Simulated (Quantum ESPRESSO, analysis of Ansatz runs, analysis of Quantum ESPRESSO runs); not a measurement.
# Local vibrational mode of Be on a Cd site in CdTe (LDA) (Quantum ESPRESSO), part 2 of 2

Subject: Be on a Cd site in CdTe. Wanted: its local vibrational mode, in one set-up (LDA, GBRV 1.5 LDA, 32-site cell, LDA lattice, k: 2x2x2 shifted). The model is a cell of 32 host atoms with 1 Cd taken out and 1 Be put in. The frequencies come from force constants among the defect atom and its neighbours, with the masses of the isotopes named. A local or semilocal functional is the cheapest first rung.

Quantum ESPRESSO 7.5; LDA, GBRV 1.5 LDA, 32-site cell, LDA lattice, k: 2x2x2 shifted.

So far: Starting point; Relaxation, charge 0.

## 2. Relaxation, charge 0 (continued)

Level of this step: Quantum ESPRESSO plane-wave DFT, LDA, GBRV 1.5 LDA potentials; relaxation of all atoms of a defect supercell (Quantum ESPRESSO).

Step by step:

```tsv
step	energy less that of the first step (eV)
0	0.0000
1	-0.1203
2	-0.2417
3	-0.4026
4	-0.5928
5	-0.7461
6	-0.7691
7	-0.7924
8	-0.8221
9	-0.8445
10	-0.8456
11	-0.8470
12	-0.8486
13	-0.8505
14	-0.8522
15	-0.8534
16	-0.8543
17	-0.8553
18	-0.8557
```

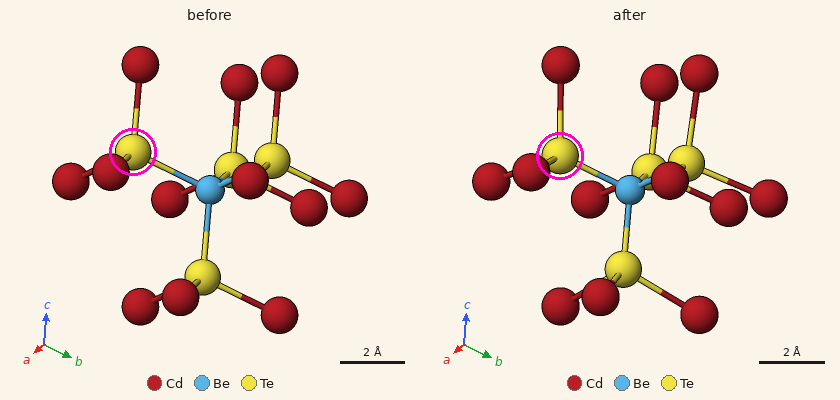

Before and after: the atoms that start within 5 Å of the centre. Te22, which moves most, is ringed if it is among them.

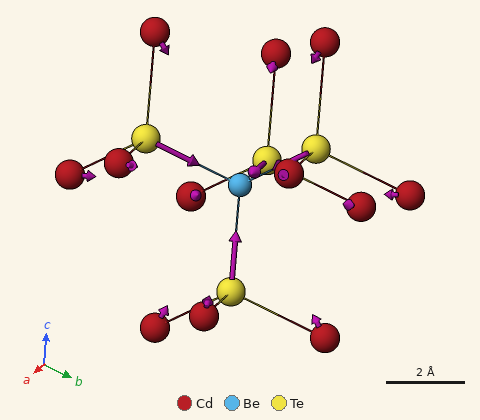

Displacements in the relaxation near the centre, exaggerated; the longest in the cell stands for 0.30 Å.

The atoms that moved most (Å):

```tsv
atom	dx	dy	dz	length
Te22	0.174	0.174	0.174	0.302
Te19	-0.174	0.174	-0.174	0.302
Te23	0.174	-0.174	-0.174	0.302
Te28	-0.174	-0.174	0.174	0.302
Cd4	-0.064	0.002	-0.064	0.090
Cd8	0.002	-0.064	-0.064	0.090
Cd3	-0.064	0.064	-0.002	0.090
Cd11	0.064	-0.064	-0.002	0.090
```

The relaxed structure:

```xyz
32
Lattice="-6.4228 6.4228 -6.4228 6.4228 6.4228 6.4228 6.4228 -6.4228 -6.4228" Properties=species:S:1:pos:R:3 pbc="T T T"
Cd    0.0638    0.0638    0.0023
Cd    6.4866   -3.2137   -3.2752
Cd    6.3591    0.0638   -0.0023
Cd    6.3591    3.2137    3.1477
Cd    3.2114   -3.2114   -6.4228
Cd    3.2137    0.0638   -3.1477
Be    3.2114    3.2114    0.0000
Cd    3.2137    6.3591    3.1477
Cd   -0.0638   -0.0638   -6.4205
Cd    0.0638    3.2137   -3.1477
Cd    0.0638    6.3591   -0.0023
Cd    6.3591    3.2091   -3.1477
Cd   -3.2114    3.2114   -6.4228
Cd   -3.2137    6.4866   -3.2752
Cd    3.2114    3.2114   -6.4228
Cd    3.2091    6.3591   -3.1477
Te    4.7995   -4.8464   -4.7878
Te    4.8464   -1.6233   -1.6350
Te    4.6430    1.7798    1.4316
Te    4.8464    4.8464    4.8347
Te    1.6233   -1.5764   -4.7878
Te    1.7798    1.7798   -1.4316
Te    1.7798    4.6430    1.4316
Te    8.0462    1.5764   -1.6350
Te   -1.5764    1.6233   -4.7878
Te   -1.6233    4.8464   -1.6350
Te    4.8464    1.5764   -4.8347
Te    4.6430    4.6430   -1.4316
Te   -4.8464    4.7995   -4.7878
Te    1.5764    1.5764   -8.0110
Te    1.5764    4.8464   -4.8347
Te    1.5764    8.0462   -1.6350
```

Neighbours of Be7 at the end:

```tsv
atom	distance (Å)
Te19	2.480
Te23	2.480
Te22	2.480
Te28	2.480
Cd4	4.451
Cd8	4.451
Cd3	4.451
Cd6	4.451
Cd10	4.451
Cd11	4.451
Cd2	4.451
Cd1	4.451
Cd14	4.451
Cd12	4.451
Cd9	4.451
Cd16	4.451
```

From the first step to the last the energy fell by 0.856 eV, and the largest move was 0.30 Å (Te22 and 3 other atoms alike).

## 3. Atom Be7 moved by 0.015 A along x

Force constants come from the forces after small displacements; symmetry gives the rest. One such run is shown.

This step: Quantum ESPRESSO plane-wave DFT, LDA, GBRV 1.5 LDA potentials; single point of a defect supercell.

Contents of pw.in:

```
&CONTROL
  calculation = 'scf'
  prefix = 'pwscf'
  outdir = './tmp'
  pseudo_dir = './pseudo'
  tprnfor = .true.
  disk_io = 'low'
/
&SYSTEM
  ibrav = 0
  nat = 32
  ntyp = 3
  ecutwfc = 45
  ecutrho = 360
  nbnd = 144
  occupations = 'smearing'
  smearing = 'fd'
  degauss = 0.00073499
/
&ELECTRONS
  conv_thr = 1d-10
  electron_maxstep = 100
  mixing_beta = 0.5
/
ATOMIC_SPECIES
Cd   112.4140 cd_lda_v1.uspp.F.UPF
Be     9.0122 be_lda_v1.4.uspp.F.UPF
Te   127.6000 te_lda_v1.uspp.F.UPF
CELL_PARAMETERS angstrom
  -6.4228462395    6.4228462395   -6.4228462395
   6.4228462395    6.4228462395    6.4228462395
   6.4228462395   -6.4228462395   -6.4228462395
ATOMIC_POSITIONS crystal
Cd     0.0047835178    0.0099284545    0.0047835178
Cd     0.0047835178    0.2547835178    0.7599284545
[... 1 atom line left out ...]
Cd     0.0051449366    0.7452164822    0.2500000000
[... 2 atom lines left out ...]
Be     0.2500000000    0.5011677066    0.2511677066
Cd     0.2500000000    0.7452164822    0.0051449366
Cd     0.4948550634   -0.0099284545    0.4948550634
Cd     0.4952164822    0.2551449366    0.2500000000
[... 3 atom lines left out ...]
Cd     0.7599284545    0.2547835178    0.0047835178
[... 4 atom lines left out ...]
Te     0.0271098834    0.5000000000    0.2500000000
[... 2 atom lines left out ...]
Te     0.2500000000    0.2771098834    0.2500000000
Te     0.2500000000    0.5000000000    0.0271098834
[... 4 atom lines left out ...]
Te     0.4728901166    0.7228901166    0.4728901166
[... 3 atom lines left out ...]
Te     0.7536501694    0.7490901068    0.2500000000
K_POINTS automatic
2 2 2 1 1 1
```

The run is started by

```bash
OMP_NUM_THREADS=1 pw.x -in pw.in > pw.out
```

What it wrote:

```text
[banner, memory and clock lines left out]
          URL

     Message from routine setup:
     using ibrav=0 with symmetry is DISCOURAGED, use correct ibrav instead

     G-vector sticks info

     bravais-lattice index     =            0
     lattice parameter (alat)  =      21.0226  a.u.
     unit-cell volume          =    7152.1921 (a.u.)^3
     number of atoms/cell      =           32
     number of atomic types    =            3
     number of electrons       =       280.00
     number of Kohn-Sham states=          144
     kinetic-energy cutoff     =      45.0000  Ry
     charge density cutoff     =     360.0000  Ry
     scf convergence threshold =      1.0E-10
     mixing beta               =       0.5000
     number of iterations used =            8  plain     mixing
     Exchange-correlation= SLA  PZ   NOGX NOGC
                           (   1   1   0   0   0   0   0)

     celldm(1)=  21.022629  celldm(2)=   0.000000  celldm(3)=   0.000000
     celldm(4)=   0.000000  celldm(5)=   0.000000  celldm(6)=   0.000000

     crystal axes: (cart. coord. in units of alat)
               a(1) = (  -0.577350   0.577350  -0.577350 )
               a(2) = (   0.577350   0.577350   0.577350 )
               a(3) = (   0.577350  -0.577350  -0.577350 )

     reciprocal axes: (cart. coord. in units 2 pi/alat)
               b(1) = (  0.000000  0.866025 -0.866025 )
               b(2) = (  0.866025  0.866025 -0.000000 )
               b(3) = (  0.866025  0.000000 -0.866025 )

     PseudoPot. # 1 for Cd read from file:
     cd_lda_v1.uspp.F.UPF
     Pseudo is Ultrasoft + core correction, Zval = 12.0
     Generated by new atomic code, or converted to UPF format
     Using radial grid of  889 points,  6 beta functions with:
                l(1) =   0
                l(2) =   0
                l(3) =   1
                l(4) =   1
                l(5) =   2
                l(6) =   2
     Q(r) pseudized with  6 coefficients,  rinner =    1.000   1.000   1.000
                                                       1.000   1.000

     PseudoPot. # 2 for Be read from file:
     be_lda_v1.4.uspp.F.UPF
     Pseudo is Ultrasoft, Zval =  4.0
     Generated by new atomic code, or converted to UPF format
     Using radial grid of  769 points,  6 beta functions with:
                l(1) =   0
                l(2) =   0
                l(3) =   0
                l(4) =   1
                l(5) =   1
                l(6) =   2
     Q(r) pseudized with 10 coefficients,  rinner =    1.000   1.000   1.000
                                                       1.000   1.000

     PseudoPot. # 3 for Te read from file:
     te_lda_v1.uspp.F.UPF
     Pseudo is Ultrasoft + core correction, Zval =  6.0
     Generated by new atomic code, or converted to UPF format
     Using radial grid of  891 points,  5 beta functions with:
                l(1) =   0
                l(2) =   0
                l(3) =   1
                l(4) =   1
                l(5) =   2
     Q(r) pseudized with  6 coefficients,  rinner =    1.800   1.800   1.800
                                                       1.800   1.800

     atomic species   valence    mass     pseudopotential
     Cd               12.00   112.41400     Cd( 1.00)
     Be                4.00     9.01220     Be( 1.00)
     Te                6.00   127.60000     Te( 1.00)

      4 Sym. Ops. (no inversion) found ( 3 have fractional translation)

   Cartesian axes

     site n.     atom                  positions (alat units)
         1        Cd     tau(   1) = (   0.0057322   0.0057322   0.0002087  )
         2        Cd     tau(   2) = (   0.5830825  -0.2888838  -0.2944073  )
         3        Cd     tau(   3) = (   0.5716181   0.0057322  -0.0002087  )
         4        Cd     tau(   4) = (   0.5716181   0.2888838   0.2829429  )
         5        Cd     tau(   5) = (   0.2886751  -0.2886751  -0.5773503  )
         6        Cd     tau(   6) = (   0.2888838   0.0057322  -0.2829429  )
         7        Be     tau(   7) = (   0.2900235   0.2886751   0.0000000  )
         8        Cd     tau(   8) = (   0.2888838   0.5716181   0.2829429  )
         9        Cd     tau(   9) = (  -0.0057322  -0.0057322  -0.5771416  )
        10        Cd     tau(  10) = (   0.0057322   0.2888838  -0.2829429  )
        11        Cd     tau(  11) = (   0.0057322   0.5716181  -0.0002087  )
        12        Cd     tau(  12) = (   0.5716181   0.2884665  -0.2829429  )
        13        Cd     tau(  13) = (  -0.2886751   0.2886751  -0.5773503  )
        14        Cd     tau(  14) = (  -0.2888838   0.5830825  -0.2944073  )
        15        Cd     tau(  15) = (   0.2886751   0.2886751  -0.5773503  )
        16        Cd     tau(  16) = (   0.2884665   0.5716181  -0.2829429  )
        17        Te     tau(  17) = (   0.4314306  -0.4356455  -0.4303799  )
        18        Te     tau(  18) = (   0.4356455  -0.1459197  -0.1469703  )
        19        Te     tau(  19) = (   0.4173608   0.1599895   0.1286857  )
        20        Te     tau(  20) = (   0.4356455   0.4356455   0.4345948  )
        21        Te     tau(  21) = (   0.1459197  -0.1417048  -0.4303799  )
        22        Te     tau(  22) = (   0.1599895   0.1599895  -0.1286857  )
[...]
total energy              =   -2171.25803840 Ry
     estimated scf accuracy    <       0.00008497 Ry

     iteration #  7     ecut=    45.00 Ry     beta= 0.50
     Davidson diagonalization with overlap
     ethr =  3.03E-08,  avg # of iterations =  5.0

     negative rho (up, down):  3.069E-01 0.000E+00

     total energy              =   -2171.25809447 Ry
     estimated scf accuracy    <       0.00004984 Ry

     iteration #  8     ecut=    45.00 Ry     beta= 0.50
     Davidson diagonalization with overlap
     ethr =  1.78E-08,  avg # of iterations =  2.0

     negative rho (up, down):  3.070E-01 0.000E+00

     total energy              =   -2171.25810423 Ry
     estimated scf accuracy    <       0.00000396 Ry

     iteration #  9     ecut=    45.00 Ry     beta= 0.50
     Davidson diagonalization with overlap
     ethr =  1.42E-09,  avg # of iterations =  6.0

     negative rho (up, down):  3.070E-01 0.000E+00

     total energy              =   -2171.25810794 Ry
     estimated scf accuracy    <       0.00000715 Ry

     iteration # 10     ecut=    45.00 Ry     beta= 0.50
     Davidson diagonalization with overlap
     ethr =  1.42E-09,  avg # of iterations =  2.0

[...]
total energy              =   -2171.25810880 Ry
     estimated scf accuracy    <       0.00000046 Ry

     iteration # 11     ecut=    45.00 Ry     beta= 0.50
     Davidson diagonalization with overlap
     ethr =  1.65E-10,  avg # of iterations =  5.3

[...]
total energy              =   -2171.25810929 Ry
     estimated scf accuracy    <       0.00000004 Ry

     iteration # 12     ecut=    45.00 Ry     beta= 0.50
     Davidson diagonalization with overlap
     ethr =  1.44E-11,  avg # of iterations =  6.7

[...]
total energy              =   -2171.25810933 Ry
     estimated scf accuracy    <       0.00000003 Ry

     iteration # 13     ecut=    45.00 Ry     beta= 0.50
     Davidson diagonalization with overlap
     ethr =  9.38E-12,  avg # of iterations =  2.0

     negative rho (up, down):  3.070E-01 0.000E+00

     total energy              =   -2171.25810933 Ry
     estimated scf accuracy    <          5.9E-09 Ry

     iteration # 14     ecut=    45.00 Ry     beta= 0.50
     Davidson diagonalization with overlap
     ethr =  2.10E-12,  avg # of iterations =  3.0

     negative rho (up, down):  3.070E-01 0.000E+00

     total energy              =   -2171.25810933 Ry
     estimated scf accuracy    <          3.6E-10 Ry

     iteration # 15     ecut=    45.00 Ry     beta= 0.50
     Davidson diagonalization with overlap
     ethr =  1.27E-13,  avg # of iterations =  7.7

     negative rho (up, down):  3.070E-01 0.000E+00

     total energy              =   -2171.25810933 Ry
     estimated scf accuracy    <          2.4E-10 Ry

     iteration # 16     ecut=    45.00 Ry     beta= 0.50
     Davidson diagonalization with overlap
     ethr =  1.00E-13,  avg # of iterations =  2.0

     negative rho (up, down):  3.070E-01 0.000E+00

     End of self-consistent calculation

          k = 0.4330 0.4330-0.4330 ( 36444 PWs)   bands (ev):

   -94.0689  -6.3565  -6.1889  -6.1879  -6.1870  -5.9710  -5.9135  -5.9133
    -5.9131  -5.9115  -5.9115  -5.9112  -5.9105  -5.9104  -5.8809  -5.8730
    -5.8655  -3.2936  -3.2935  -3.2884  -3.2880  -3.2877  -3.2769  -3.2764
    -3.2759  -3.2416  -3.2378  -3.2374  -3.2370  -3.2341  -3.2341  -3.2340
    -3.2214  -3.2213  -3.2180  -3.2178  -3.2177  -3.2139  -3.2139  -3.2136
    -3.2061  -3.1945  -3.1943  -3.1926  -3.1922  -3.1915  -3.1569  -3.1530
    -3.1530  -3.1529  -3.1116  -3.1112  -3.1109  -3.1058  -3.1024  -3.1024
    -3.1022  -3.1007  -3.1000  -3.0994  -3.0902  -3.0902  -3.0648  -3.0645
    -3.0642  -3.0589  -3.0587  -3.0583  -3.0530  -3.0530  -3.0468  -3.0468
    -3.0466  -3.0390  -3.0388  -3.0383  -3.0358  -3.0354  -3.0351  -3.0348
[...]
k = 0.0000 0.4330 0.0000 ( 36478 PWs)   bands (ev):

[...]
k = 0.4330 0.0000 0.0000 ( 36478 PWs)   bands (ev):

[...]
1.6435   1.7201   1.7957   2.1800   2.2587   2.2619   2.3275   2.6244
     2.7391   2.7430   2.7460   3.1108   3.1228   3.1299   3.2648   3.3150
     3.3156   3.3905   3.3912   3.3926   3.3957   3.4431   3.4512   3.4525
     3.4896   3.6071   3.9823   3.9903   3.9995   4.0234   4.1358   4.1391
     4.1628   4.2070   4.5351   4.5364   6.8553   7.0980   7.2794   7.2991

     the Fermi energy is     5.8125 ev

!    total energy              =   -2171.25810933 Ry
     estimated scf accuracy    <          3.2E-11 Ry
     smearing contrib. (-TS)   =       0.00000000 Ry
     internal energy E=F+TS    =   -2171.25810933 Ry

     The total energy is F=E-TS. E is the sum of the following terms:
     one-electron contribution =    -714.95345988 Ry
     hartree contribution      =     542.81422410 Ry
     xc contribution           =    -819.95403423 Ry
     ewald contribution        =   -1179.16483932 Ry

     convergence has been achieved in  16 iterations

     negative rho (up, down):  3.070E-01 0.000E+00

     Forces acting on atoms (cartesian axes, Ry/au):

     atom    1 type  1   force =     0.00020040    0.00015561    0.00007717
     atom    2 type  1   force =     0.00020040   -0.00007717   -0.00015561
     atom    3 type  1   force =    -0.00002352    0.00006894   -0.00021943
     atom    4 type  1   force =    -0.00002352    0.00021943   -0.00006894
     atom    5 type  1   force =    -0.00008408    0.00000000    0.00000000
     atom    6 type  1   force =    -0.00001500    0.00020818    0.00020818
     atom    7 type  2   force =    -0.00291035   -0.00000000    0.00000000
     atom    8 type  1   force =    -0.00001500   -0.00020818   -0.00020818
     atom    9 type  1   force =    -0.00002352   -0.00006894    0.00021943
     atom   10 type  1   force =     0.00020040    0.00007717    0.00015561
[...]
atom   28 type  3   force =     0.00112038    0.00081386   -0.00081386
     atom   29 type  3   force =     0.00016761    0.00013714   -0.00014843
     atom   30 type  3   force =     0.00016761    0.00014843   -0.00013714
     atom   31 type  3   force =     0.00016761   -0.00014843    0.00013714
     atom   32 type  3   force =     0.00016761   -0.00013714    0.00014843

     Total force =     0.003959     Total SCF correction =     0.000017
```

Elapsed: 30 min, on 1 thread of Arm Neoverse V1, shared host; peak memory 3.7 GiB.

At this level the gap is 2.18 eV on the k-mesh of the self-consistent run, which can miss the band edges.

## 4. Local vibrational modes

Analysis of the runs above: force constants by central differences of Quantum ESPRESSO plane-wave DFT, LDA, GBRV 1.5 LDA potentials forces among the atoms nearest to a defect, the others at rest.

The modes with the largest weight on the probed atoms (the light atom of a pair), for the masses of each isotope. Modes of the displaced atoms (local only where they lie over the host's phonons):

```tsv
isotopes	mode (cm⁻¹)	share of the defect atoms
nat	394.1	0.968
nat	394.1	0.968
nat	394.1	0.968
```

## 5. Summary of results

```json
{
 "distance from the defect atom to its nearest neighbour": "2.480 Å",
 "threefold local mode of Be": "394 cm⁻¹"
}
```

**Reading.** Threefold local mode of Be: computed 394 cm⁻¹, measured 390 cm⁻¹; 4 cm⁻¹ (1 %) above the measurement. Only the named neighbours move, so modes near the host's band are approximate.

[Logs are printed without paths, hosts, clocks, repeated set-up lines and the standing remarks that a program may print on its own settings, such as how far it seeks lower states.]

[Hosts, paths, dates, database ids (printed as entryN), source tags and the programs' standing remarks are cut or masked in the printed files.]

[For some hosts the program warned that the k-mesh of the response run may be too coarse for force constants and the static dielectric constant; such warnings are not shown here.]
